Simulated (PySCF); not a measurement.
C2H5FSi, SMILES `C=C[SiH2]F`.

Level of theory: CAM-B3LYP/def2-SVPD (PySCF), at a geometry from GFN2-xTB. No frequency check shows the geometry to be a minimum.

Geometry (Å), atoms numbered from 1:

```
C1      -2.2259    0.0157   -0.0005
C2      -1.0073   -0.5031    0.0006
Si3      0.5869    0.4894    0.0005
F4       1.7814   -0.5947   -0.0009
H5      -3.1174   -0.5932   -0.0005
H6      -2.3893    1.0817   -0.0021
H7      -0.9108   -1.5834    0.0021
H8       0.7831    1.2606   -1.2199
H9       0.7844    1.2590    1.2209
```

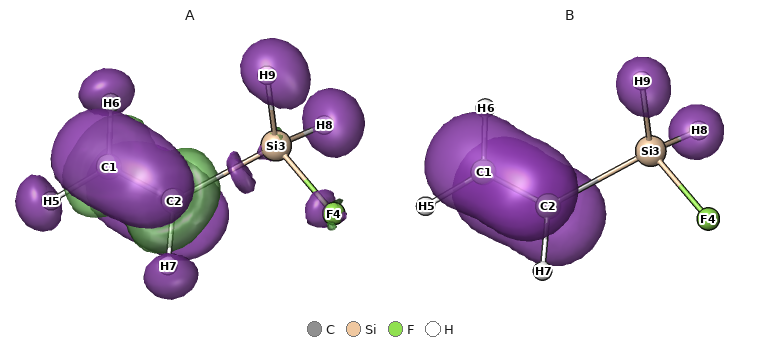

The Fukui function f⁻ from two separate SCF calculations and the density of the HOMO, at ±0.03 e/Å³ (purple positive, green negative).

Q: Which panel is which, and how good is the frozen-orbital picture?

A: A is f⁻ (it has negative regions), B the HOMO density. The HOMO lies on C1 (38 %), C2 (36 %) and Si3 (8 %); f⁻ (Hirshfeld-condensed) is largest on C1 (0.25) and C2 (0.22); the vertical ionisation energy is 10.60 eV. Relaxation shifts 27 % of the electron between atoms. The orbital energy is −9.60 eV.
